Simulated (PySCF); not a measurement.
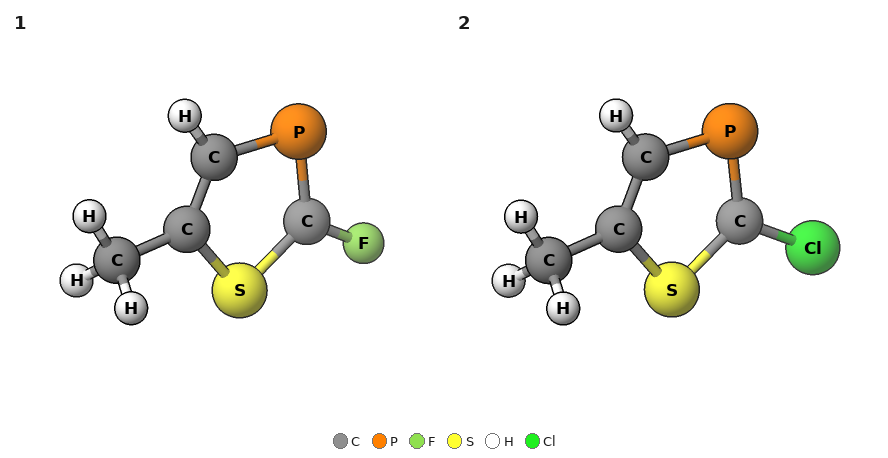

2 molecules with one skeleton, seen from the same side and at one scale. Each species is neutral and a spin singlet. Computed geometries: GFN2-xTB optimisations, one conformation each. Properties computed with PySCF 2.14.0.

One atom differs, called X below: F in panel 1, Cl in panel 2. Their formulas are C4H4FPS (`Cc1cpc(F)s1`), C4H4ClPS (`Cc1cpc(Cl)s1`).

### In which is the GIAO shielding of the C bonded to X higher (PBE0/pcSseg-1)?

In panel 2 (X = Cl).

### In which is the Hirshfeld charge of X higher (PBE0/pcSseg-1)?

In panel 2 (X = Cl).

Give the values. With GFN2-xTB: length of X–C (Å), angle X–C–S (°). With PBE0/pcSseg-1: dipole moment (D), HOMO energy (Kohn–Sham orbital) (eV), HOMO–LUMO gap (eV), Hirshfeld charge of X (e), GIAO shielding of the C bonded to X (ppm).

```csv
quantity,1 (F),2 (Cl),2 − 1
length of X–C (Å),1.339,1.717,+0.378
angle X–C–S (°),116.1,117.3,+1.2
dipole moment (D),2.97,2.92,−0.05
HOMO energy (Kohn–Sham orbital) (eV),−6.73,−6.70,+0.03
HOMO–LUMO gap (eV),5.38,5.07,−0.31
Hirshfeld charge of X (e),−0.08,−0.03,+0.05
GIAO shielding of the C bonded to X (ppm),−38.2,−4.0,+34.2
```

The geometry is semi-empirical. Around P such bond lengths and angles can be off by a tenth of an ångström or more and by several degrees, and values that hang on the shape move with them.
